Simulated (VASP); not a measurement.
Band structure of Zn (hcp). Method: PBE GGA with D4 dispersion, VASP's PBE PAW potentials (set 64) (plane waves; VASP).

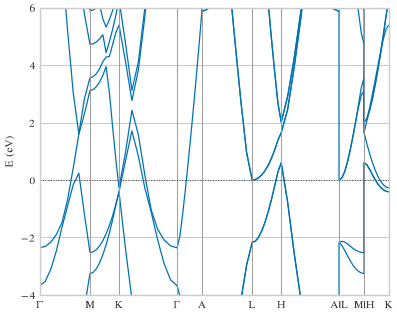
Fig. 1. Bands along high-symmetry lines, zero at the valence-band maximum or, without a gap, the Fermi level

Problem. Read the plot: is there a gap, and where are the band edges?

Solution. It has no gap at this level: it comes out as a metal or semimetal. (Edges off the drawn lines would not show.)

The compound is Zn in the hcp structure. It was relaxed first, which changed the volume by -5 %.
